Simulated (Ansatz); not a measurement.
# Ag2IBr: complex band structure

A new crystal, Ag2IBr: structure, gap and complex bands. It is built by putting Br for part of the I in the AgI structure of space group P6_3mc, with the volume rescaled by atomic radii. The parent structure comes from the Materials Project.

Method: r2SCAN DFT, plane waves, PAW files, in the first sound run; inputs show where later runs differ, in Ansatz 0.2.0.

The structure was built from a prototype and need not be the compound's stable phase.

### 1. The starting structure

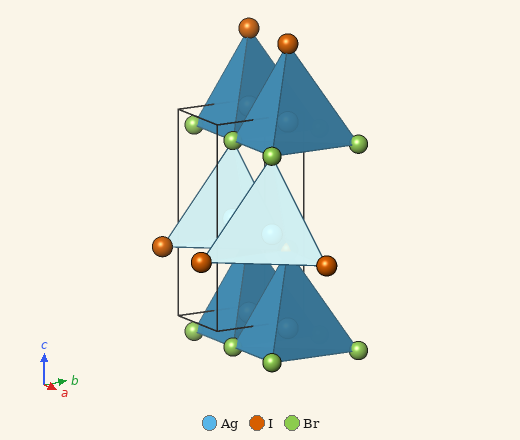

Start, viewed slightly off an axis; silver blue, iodine orange, bromine green. 2×1×1 cells are drawn. Some periodic images of atoms are drawn too.

Coordinates:

```cif
data_structure
_symmetry_space_group_name_H-M 'P3m1'
_symmetry_Int_Tables_number 156
_cell_length_a 4.5680
_cell_length_b 4.5680
_cell_length_c 7.4059
_cell_angle_alpha 90.000
_cell_angle_beta 90.000
_cell_angle_gamma 120.000
_cell_volume 133.83
loop_
_atom_site_label
_atom_site_type_symbol
_atom_site_symmetry_multiplicity
_atom_site_Wyckoff_symbol
_atom_site_fract_x
_atom_site_fract_y
_atom_site_fract_z
_atom_site_occupancy
Ag1 Ag 1 b 0.33333 0.66667 0.00098 1
Ag2 Ag 1 c 0.66667 0.33333 0.50098 1
I1 I 1 b 0.33333 0.66667 0.37892 1
Br1 Br 1 c 0.66667 0.33333 0.87892 1
```

### 2. Relaxing the new crystal

The substituted atoms don't fit the parent's cell, so cell and atoms relax together. A small smearing keeps the run stable in case the gap closes on the way.

The input, input.yaml:

```yaml
crystal:
  lattice:
    - [4.5679859028, 0.0, 0.0]
    - [-2.2839929514, 3.955991836, 0.0]
    - [0.0, 0.0, 7.405900694]
  atoms:
    - { symbol: Ag, position: [0.3333333333, 0.6666666667, 0.00098414] }
    - { symbol: Ag, position: [0.6666666667, 0.3333333333, 0.50098414] }
    - { symbol: I, position: [0.3333333333, 0.6666666667, 0.37891586] }
    - { symbol: Br, position: [0.6666666667, 0.3333333333, 0.87891586] }
kpoints:
  mp_grid: { grid: [6, 6, 4] }
scf:
  occupations: { method: gaussian, width: 0.03 }
hamiltonian:
  xc: r2scan
output:
  forces: true
  stress: true
relax:
  f_tol: 0.02
  max_steps: 60
  cell: {}
```

Run with:

```console
ansatz run input.yaml --threads 2 --pin off --max-ram 4096MiB --backend cpu --events-out ev --progress --plain --runs-dir out
```

Numbers of over 12 decimals in the logs are rounded to 6 here.

What it wrote:

```text
Engine: ansatz 0.2.0, aarch64-unknown-linux-gnu
Pseudopotentials: kind: paw
Pseudopotential: Ag, paw, valence charge 19, recommended cutoff 500 eV (meta_gga), Ag.paw.azcp
Pseudopotential: I, paw, valence charge 17, recommended cutoff 500 eV (meta_gga), I.paw.azcp
Pseudopotential: Br, paw, valence charge 7, recommended cutoff 500 eV (meta_gga), Br.paw.azcp
Functional definition: r2SCAN
  parameter k0 = 0.174
  parameter k1 = 0.065
  parameter a1 = 4.9479
  exchange = r2scan_x(k0 = k0, k1 = k1, a1 = a1)
  correlation = r2scan_c
Crystal: 4 atoms, lattice volume = 133.831 Å³
Basis set: ecut = 500 eV, 3405 PW (Γ), exchange–correlation on 144×144×240 points (64 copies of the dense FFT grid, shifted against one another)
Bands: 38, of which v1, the nominal top of the filled ones, is band 31 counted from 1 (30 counted from 0)
Symmetry: 6 space group operations
Space group: P3m1 (ITA 156), of the structure as read, at distance tolerance 5.1e-5 Å
k-points: 24 of 144 (time reversal used)
Non-local potential: Ag, projectors of the file, l = 0: 3, l = 1: 2, l = 2: 2, l = 3: 1
Non-local potential: I, projectors of the file, l = 0: 2, l = 1: 2, l = 2: 2, l = 3: 2
Non-local potential: Br, projectors of the file, l = 0: 2, l = 1: 2, l = 2: 2
PAW form: soft (Blöchl's): semilocal exchange-correlation on the pseudo side does not see the compensation charge
PAW frozen core: Ag, regenerated for the run's functional (the file was generated under x = pbe(κ = 0.804, μ = 0.219515), c = pbe(β = 0.066725))
PAW frozen core: I, regenerated for the run's functional (the file was generated under x = pbe(κ = 0.804, μ = 0.219515), c = pbe(β = 0.066725))
PAW frozen core: Br, regenerated for the run's functional (the file was generated under x = pbe(κ = 0.804, μ = 0.219515), c = pbe(β = 0.066725))
PAW one-centre angular grid: Ag, 590 points (default); XC on 160 Gauss nodes
PAW one-centre angular grid: I, 590 points (default); XC on 160 Gauss nodes
PAW one-centre angular grid: Br, 302 points (default); XC on 160 Gauss nodes
Initial density: superposition of atomic densities (neutral atoms: chi_scale 0, normalization atom), corrected by the library's trained network
Initial wavefunctions: pseudopotential atomic-orbital guess
Functional: x = r2scan, c = r2scan; τ floored in thin density (d = 2e-4 eV/Å³)
SCF iter   1: F=—  HF=-25530.198771 eV  |F-HF|=—  |Δ(HF+E_count)|=         —  Δρ=6.05e-3  dr2=4.31e-2  dr2_τ=8.96e-3  ethr=1.77e-3  ⟨swp⟩=7.6  Hψ=4190  notcnv=0  defer=2
preconditioner: auto → Resta (q_TF=auto, 2.400 Å⁻¹)  ε∞=4.6  [insulator: Δε(μ)=1.632 eV  Ē_g=10.104 eV  σ=0.030 eV  W_gap=1.00  n_scr=34 (ndim 8)  ℏωp=19.3 eV  f_vac=0.220  D(μ)=0.00/eV (n_scr^D=0)  ε∞_Penn≈4.6]
SCF iter   2: F=—  HF=-25530.197387 eV  |F-HF|=—  |Δ(HF+E_count)|=   1.38e-3  Δρ=2.78e-3  dr2=4.74e-3  dr2_τ=1.28e-3  ethr=6.96e-5  ⟨swp⟩=3.0  Hψ=1702  notcnv=0  defer=52
SCF iter   3: F=—  HF=-25530.198530 eV  |F-HF|=—  |Δ(HF+E_count)|=   1.14e-3  Δρ=1.12e-3  dr2=1.02e-3  dr2_τ=6.81e-5  ethr=7.64e-6  ⟨swp⟩=2.5  Hψ=1392  notcnv=0  defer=28
automatic band count: iteration 3 solves 37 bands in place of 38: the levels show a gap, and the empty bands left out lie too high to hold charge; the band table lists the bands solved (type scf.n_extra_bands for more)
SCF iter   4: F=—  HF=-25530.198894 eV  |F-HF|=—  |Δ(HF+E_count)|=   3.64e-4  Δρ=1.74e-4  dr2=5.79e-5  dr2_τ=2.49e-6  ethr=1.64e-6  ⟨swp⟩=2.0  Hψ=1272  notcnv=0  defer=28
SCF iter   5: F=—  HF=-25530.198865 eV  |F-HF|=—  |Δ(HF+E_count)|=   2.86e-5  Δρ=6.03e-5  dr2=8.53e-6  dr2_τ=1.73e-7  ethr=9.34e-8  ⟨swp⟩=2.0  Hψ=1282  notcnv=0  defer=28
SCF iter   6: F=—  HF=-25530.198869 eV  |F-HF|=—  |Δ(HF+E_count)|=   3.87e-6  Δρ=2.65e-5  dr2=1.01e-6  dr2_τ=5.51e-8  ethr=1.38e-8  ⟨swp⟩=2.0  Hψ=1268  notcnv=0  defer=28
SCF iter   7: F=—  HF=-25530.198869 eV  |F-HF|=—  |Δ(HF+E_count)|=   1.75e-7  Δρ=1.27e-5  dr2=2.55e-7  dr2_τ=1.35e-8  ethr=1.62e-9  ⟨swp⟩=2.0  Hψ=1580  notcnv=0  defer=28
SCF iter   8: F=-25530.198869 eV  HF=-25530.198869 eV  |F-HF|=3.55e-9  |Δ(HF+E_count)|=   1.84e-8  Δρ=2.71e-6  dr2=1.47e-8  dr2_τ=5.30e-10  ethr=1.61e-10  ⟨swp⟩=5.1  Hψ=3129  notcnv=0
SCF 1 converged in 8 iterations: F = -25530.198869 eV  dr2 = 1.47e-8
  greatest PAW one-centre occupation: 1.002 electrons in one spin orbital (limit 2), on the Ag atom at site 0 (counted from 0), in its partial waves of l = 1
relax step   1: F+E_penalty+E_count = -25530.19886949 eV  Δ(F+E_penalty+E_count) = +0.000e0 eV  max|allowed force component| = 2.202e-1 eV/Å  Δτ_max = 0.0000 Å  P = -0.241 GPa  Ω = 133.831 Å³  (8 SCF iters, dr2 threshold 1.00e-7 eV, accepted)
Crystal: 4 atoms, lattice volume = 132.564 Å³
Basis set: ecut = 500 eV, 3393 PW (Γ), exchange–correlation on 144×144×240 points (64 copies of the dense FFT grid, shifted against one another)
Initial density: handed on by an earlier stage of this run
Initial wavefunctions: those handed on with the density
iter 1 solved again at ethr=1.23e-4 eV; its pass at ethr=3.10e-3 eV (dr2=7.62e-2 eV) is discarded
SCF iter   1: F=—  HF=-25529.604765 eV  |F-HF|=—  |Δ(HF+E_count)|=         —  Δρ=5.94e-3  dr2=7.99e-2  dr2_τ=1.47e0  ethr=1.23e-4  ⟨swp⟩=1.7  Hψ=4005  notcnv=0
automatic band count: iteration 1 solves 36 bands in place of 38: the levels show a gap, and the empty bands left out lie too high to hold charge; the band table lists the bands solved (type scf.n_extra_bands for more)
preconditioner: auto → Resta (q_TF=auto, 2.404 Å⁻¹)  ε∞=5.3  [insulator: Δε(μ)=1.574 eV  Ē_g=9.373 eV  σ=0.030 eV  W_gap=1.00  n_scr=34 (ndim 8)  ℏωp=19.4 eV  f_vac=0.216  D(μ)=0.00/eV (n_scr^D=0)  ε∞_Penn≈5.3]
SCF iter   2: F=—  HF=-25530.218792 eV  |F-HF|=—  |Δ(HF+E_count)|=   6.14e-1  Δρ=2.09e-3  dr2=4.40e-3  dr2_τ=1.02e-3  ethr=1.23e-4  ⟨swp⟩=3.5  Hψ=1875  notcnv=0
SCF iter   3: F=—  HF=-25530.218611 eV  |F-HF|=—  |Δ(HF+E_count)|=   1.81e-4  Δρ=8.43e-4  dr2=7.51e-4  dr2_τ=1.06e-4  ethr=7.10e-6  ⟨swp⟩=2.2  Hψ=1466  notcnv=0
SCF iter   4: F=—  HF=-25530.218658 eV  |F-HF|=—  |Δ(HF+E_count)|=   4.71e-5  Δρ=3.27e-4  dr2=1.72e-4  dr2_τ=9.12e-6  ethr=1.21e-6  ⟨swp⟩=2.0  Hψ=1230  notcnv=0
SCF iter   5: F=—  HF=-25530.218592 eV  |F-HF|=—  |Δ(HF+E_count)|=   6.57e-5  Δρ=1.11e-4  dr2=3.66e-5  dr2_τ=1.43e-6  ethr=2.77e-7  ⟨swp⟩=2.1  Hψ=1231  notcnv=0
SCF iter   6: F=—  HF=-25530.218589 eV  |F-HF|=—  |Δ(HF+E_count)|=   3.10e-6  Δρ=5.87e-5  dr2=7.90e-6  dr2_τ=1.62e-7  ethr=5.91e-8  ⟨swp⟩=2.1  Hψ=1175  notcnv=0
SCF iter   7: F=-25530.218589 eV  HF=-25530.218589 eV  |F-HF|=1.19e-7  |Δ(HF+E_count)|=   9.95e-8  Δρ=1.23e-5  dr2=2.15e-7  dr2_τ=1.48e-8  ethr=6.45e-10  ⟨swp⟩=4.6  Hψ=3916  notcnv=0
SCF 2 converged in 7 iterations: F = -25530.218589 eV  dr2 = 2.15e-7
relax step   2: F+E_penalty+E_count = -25530.21858906 eV  Δ(F+E_penalty+E_count) = -1.972e-2 eV  max|allowed force component| = 3.444e-2 eV/Å  Δτ_max = 0.0736 Å  P = -0.097 GPa  Ω = 132.564 Å³  energy of the carried Pulay correction = +2.772e-4 eV  (7 SCF iters, dr2 threshold 4.00e-7 eV, accepted)
Crystal: 4 atoms, lattice volume = 131.879 Å³
Basis set: ecut = 500 eV, 3381 PW (Γ), exchange–correlation on 144×144×240 points (64 copies of the dense FFT grid, shifted against one another)
iter 1 solved again at ethr=7.56e-6 eV; its pass at ethr=3.10e-3 eV (dr2=4.69e-3 eV) is discarded
SCF iter   1: F=—  HF=-25530.181922 eV  |F-HF|=—  |Δ(HF+E_count)|=         —  Δρ=1.45e-3  dr2=5.36e-3  dr2_τ=7.00e-2  ethr=7.56e-6  ⟨swp⟩=2.0  Hψ=4012  notcnv=0
automatic band count: iteration 1 solves 36 bands in place of 38: the levels show a gap, and the empty bands left out lie too high to hold charge; the band table lists the bands solved (type scf.n_extra_bands for more)
preconditioner: auto → Resta (q_TF=auto, 2.406 Å⁻¹)  ε∞=5.3  [insulator: Δε(μ)=1.541 eV  Ē_g=9.389 eV  σ=0.030 eV  W_gap=1.00  n_scr=34 (ndim 8)  ℏωp=19.4 eV  f_vac=0.214  D(μ)=0.00/eV (n_scr^D=0)  ε∞_Penn≈5.3]
SCF iter   2: F=—  HF=-25530.219501 eV  |F-HF|=—  |Δ(HF+E_count)|=   3.76e-2  Δρ=4.58e-4  dr2=2.23e-4  dr2_τ=5.78e-5  ethr=7.56e-6  ⟨swp⟩=2.8  Hψ=1774  notcnv=0
SCF iter   3: F=—  HF=-25530.219518 eV  |F-HF|=—  |Δ(HF+E_count)|=   1.72e-5  Δρ=2.05e-4  dr2=4.43e-5  dr2_τ=5.77e-6  ethr=3.60e-7  ⟨swp⟩=2.7  Hψ=1664  notcnv=0
SCF iter   4: F=—  HF=-25530.219454 eV  |F-HF|=—  |Δ(HF+E_count)|=   6.42e-5  Δρ=6.11e-5  dr2=9.09e-6  dr2_τ=3.05e-7  ethr=7.14e-8  ⟨swp⟩=2.5  Hψ=1385  notcnv=0
SCF iter   5: F=—  HF=-25530.219454 eV  |F-HF|=—  |Δ(HF+E_count)|=   2.60e-8  Δρ=3.14e-5  dr2=1.96e-6  dr2_τ=9.31e-8  ethr=1.47e-8  ⟨swp⟩=2.0  Hψ=1185  notcnv=0
SCF iter   6: F=—  HF=-25530.219454 eV  |F-HF|=—  |Δ(HF+E_count)|=   1.10e-7  Δρ=1.46e-5  dr2=4.15e-7  dr2_τ=1.09e-8  ethr=3.17e-9  ⟨swp⟩=2.1  Hψ=1239  notcnv=0
SCF iter   7: F=-25530.219454 eV  HF=-25530.219454 eV  |F-HF|=2.25e-9  |Δ(HF+E_count)|=   8.04e-9  Δρ=3.74e-6  dr2=1.85e-8  dr2_τ=1.53e-9  ethr=1.20e-10  ⟨swp⟩=4.0  Hψ=3786  notcnv=0
SCF 3 converged in 7 iterations: F = -25530.219454 eV  dr2 = 1.85e-8
relax step   3: F+E_penalty+E_count = -25530.21945388 eV  Δ(F+E_penalty+E_count) = -8.648e-4 eV  max|allowed force component| = 1.562e-2 eV/Å  Δτ_max = 0.0159 Å  P = +0.032 GPa  Ω = 131.879 Å³  energy of the carried Pulay correction = +4.281e-4 eV  (7 SCF iters, dr2 threshold 7.41e-8 eV, accepted)
Basis set: ecut = 500 eV, 3381 PW (Γ), exchange–correlation on 144×144×216 points (64 copies of the dense FFT grid, shifted against one another)
Initial wavefunctions: pseudopotential atomic-orbital guess (no wavefunctions were taken with the density)
iter 1 solved again at ethr=4.11e-7 eV; its pass at ethr=3.10e-3 eV (dr2=2.55e-4 eV) is discarded
SCF iter   1: F=—  HF=-25530.219050 eV  |F-HF|=—  |Δ(HF+E_count)|=         —  Δρ=2.43e-5  dr2=1.29e-7  dr2_τ=8.32e-7  ethr=4.11e-7  ⟨swp⟩=4.0  Hψ=6480  notcnv=0
eigensolver tolerance schedule: the retry pair's looser diagonalisation over-reported the residual by 1980.25 of it (diagonalisation noise at 0.36 of the residual, at the tolerance the schedule requests for it); recorded, not acted on — ethr = c·dr2/N_el stays at c = 1.0e-1
preconditioner: auto → Resta (q_TF=auto, 2.406 Å⁻¹)  ε∞=4.7  [insulator: Δε(μ)=1.539 eV  Ē_g=10.068 eV  σ=0.030 eV  W_gap=1.00  n_scr=34 (ndim 8)  ℏωp=19.4 eV  f_vac=0.214  D(μ)=0.00/eV (n_scr^D=0)  ε∞_Penn≈4.7]
SCF iter   2: F=—  HF=-25530.219041 eV  |F-HF|=—  |Δ(HF+E_count)|=   9.33e-6  Δρ=1.21e-5  dr2=3.07e-8  dr2_τ=3.21e-8  ethr=2.07e-10  ⟨swp⟩=3.1  Hψ=2075  notcnv=0
SCF iter   3: F=—  HF=-25530.219041 eV  |F-HF|=—  |Δ(HF+E_count)|=   6.54e-8  Δρ=2.03e-6  dr2=2.79e-9  dr2_τ=1.29e-9  ethr=4.95e-11  ⟨swp⟩=2.0  Hψ=1332  notcnv=0
SCF iter   4: F=—  HF=-25530.219041 eV  |F-HF|=—  |Δ(HF+E_count)|=   2.02e-9  Δρ=4.68e-7  dr2=6.55e-10  dr2_τ=2.10e-11  ethr=4.49e-12  ⟨swp⟩=2.0  Hψ=1321  notcnv=0
SCF iter   5: F=—  HF=-25530.219041 eV  |F-HF|=—  |Δ(HF+E_count)|=  2.36e-10  Δρ=2.68e-7  dr2=1.44e-10  dr2_τ=7.85e-12  ethr=1.06e-12  ⟨swp⟩=2.0  Hψ=1265  notcnv=0
SCF iter   6: F=-25530.219041 eV  HF=-25530.219041 eV  |F-HF|=1.46e-11  |Δ(HF+E_count)|=  1.09e-11  Δρ=1.13e-7  dr2=1.77e-11  dr2_τ=1.70e-12  ethr=1.00e-12  ⟨swp⟩=5.0  Hψ=3338  notcnv=0
SCF 4 converged in 6 iterations: F = -25530.219041 eV  dr2 = 1.77e-11
relax step   4: F+E_penalty+E_count = -25530.21904072 eV  Δ(F+E_penalty+E_count) = +4.132e-4 eV  max|allowed force component| = 1.563e-2 eV/Å  Δτ_max = 0.0000 Å  P = +0.030 GPa  Ω = 131.879 Å³  stress off target by 4.36e-2 GPa  SCF on the basis re-selected at this cell (its energy is not comparable with the rows above)  (6 SCF iters)
basis re-selected at this cell: Δ(F+E_penalty+E_count) = +4.132e-4 eV, ΔP = -0.003 GPa vs the last step (what re-selecting the basis moved, of the pressure what is left beyond the Pulay correction that the steps carried, after the strain that the cell walked since its last selection, with what the two solves' SCF thresholds leave and, on support functions, any second-order correction that the steps lacked; it is no measure of the basis error at this ecutwfc). The dense FFT grid was sized anew with the basis: this SCF ran on 36×36×54 points, the steps before it on 36×36×60, so part of this shift can come from that change (see relax.cell in the input reference). [rest of the remark cut]
SCF converged after 6 iterations
Free energy (F): -25530.219041 eV
Harris-Foulkes:  -25530.219041 eV  (|F-HF|=1.46e-11)
Internal energy: -25530.219041 eV  (E = F + TS)
E sigma→0 (E₀):  -25530.219041 eV
Fermi energy:    6.211522 eV
--- Per-component energies (eV) ---
  E_band       = -1295.635767
  E_kinetic    = 1379.018940
  E_local      = -9628.141246  (includes V_loc(G=0)·N_el)
  E_nonlocal   = 148.716059
  E_hartree    = 4415.197805
  E_xc         = -724.242123
  E_vxc        = -774.114824  (∫ρ·V_xc dr)
  E_paw        = -14960.414336  (= ΣΔE_a)
  E_vpaw       = -1303.062563  (= ΣTr[D̂ρ^β])
  E_aug_tail   = 0.000090  (compensation charges beyond the density's cutoff)
  E_vtau       = 51.552295  (kinetic-family band-sum trace: ∫τ·v_τ [+ j·A + Jᵃ·Aᵃ] dr)
  E_ewald      = -6159.250469
  E_core_change = -1.103762  (= ΣΔE_core)
  E_smearing   = -0.000000  (= −TS)
  E_closure    = 0.000000  (closes the sum)
  Σ components = -25530.219041   (vs F -25530.219041, Δ=0.00e0)
--- Forces (eV/Å), atoms counted from 1 ---
  atom   1  Ag     0.00000000    -0.00000000    -0.00852076
  atom   2  Ag    -0.00000000     0.00000000    -0.00094714
  atom   3  I      0.00000000    -0.00000000     0.01561991
  atom   4  Br    -0.00000000     0.00000000    -0.00619653
  max |Σ_I F_I| component: 4.45e-5 eV/Å
--- Stress (GPa, compression-positive) ---
        0.023032       0.000000       0.000000
        0.000000       0.023032      -0.000000
       -0.000000      -0.000000       0.043609
  P = ⅓ Tr σ = 0.0299 GPa (0.299 kbar)
--- Relaxed structure (3 steps of the walk, 3 accepted, 1 SCFs on fresh bases) ---
  F+E_penalty+E_count = -25530.21904072 eV   max|allowed force component| = 1.563e-2 eV/Å   (the final SCF, on the basis selected at the relaxed cell)
  cell:  # Å, volume = 131.8790 Å³
    - [4.553250, 0.0, -3.863090790554827e-18]
    - [-2.276625, 3.943230, 1.9315453952774116e-18]
    - [-6.263081229968772e-18, 0, 7.345173]
  atoms:
    - { symbol: Ag, position: [0.333333, 0.666667, -0.011089] }
    - { symbol: Ag, position: [0.666667, 0.333333, 0.513022] }
    - { symbol: I, position: [0.333333, 0.666667, 0.375123] }
    - { symbol: Br, position: [0.666667, 0.333333, 0.882744] }
```

The job ended after 35 s (2 threads of Arm Neoverse V2, shared host; peak memory 0.72 GiB).

The steps of the relaxation:

```tsv
step	energy less that of the first step (eV)	largest force component (eV/Å)	pressure (GPa)	volume (Å³)
1	0.0000	0.2202	-0.24	133.83
2	-0.0197	0.0344	-0.10	132.56
3	-0.0206	0.0156	0.03	131.88
4*	-0.0202	0.0156	0.03	131.88
```

Relaxation steps marked * repeat the geometry before them on a plane-wave basis chosen anew for their cell, so energy and pressure can jump there.

The run keeps the 6 symmetry operations that it works with, so distortions that break them were not tested.

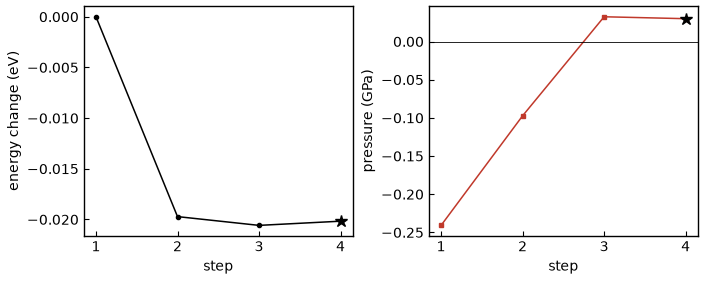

Energy and pressure along the relaxation. Stars mark steps on a basis chosen anew.

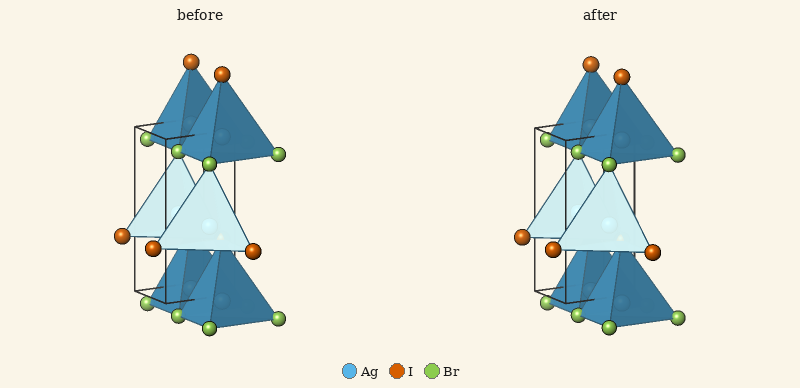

The structure before and after the relaxation, drawn at the same scale.

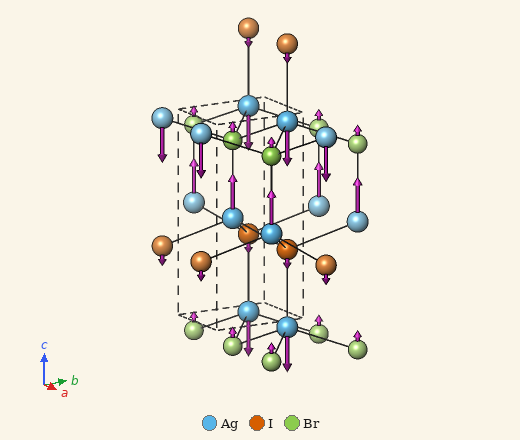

Displacements in the relaxation, exaggerated, measured against the changing cell; the longest in the cell stands for 0.09 Å. 2×1×1 cells are drawn. Some periodic images of atoms are drawn too.

```tsv
conventional cell, symmetrised	before	after	change
a (Å)	4.568	4.553	-0.3 %
b (Å)	4.568	4.553	-0.3 %
c (Å)	7.406	7.345	-0.8 %
volume (Å³/atom)	33.46	32.97	-1.5 %
```

The atoms that moved most (Å, as changes of fractional coordinates times the final cell):

```tsv
atom	dx	dy	dz	length
Ag1	0.000	0.000	-0.089	0.089
Ag2	0.000	0.000	0.088	0.088
Br4	0.000	0.000	0.028	0.028
I3	0.000	0.000	-0.028	0.028
```

Numbers from this step:

```
free energy  : -25530.2190 eV
Fermi energy : 6.212 eV
pressure     : 0.02989 GPa
```

The largest force component on a free atom ends at 0.016 eV/Å.

(Part 1 of 3 ends here.)

[Logs are printed without paths, hosts, clocks, repeated set-up lines and the standing remarks that a program may print on its own settings, such as how far it seeks lower states.]

[Hosts, paths, dates, database ids (printed as entryN), source tags and the programs' standing remarks are cut or masked in the printed files.]

[New means built here by substitution; the compound itself may be known and measured.]
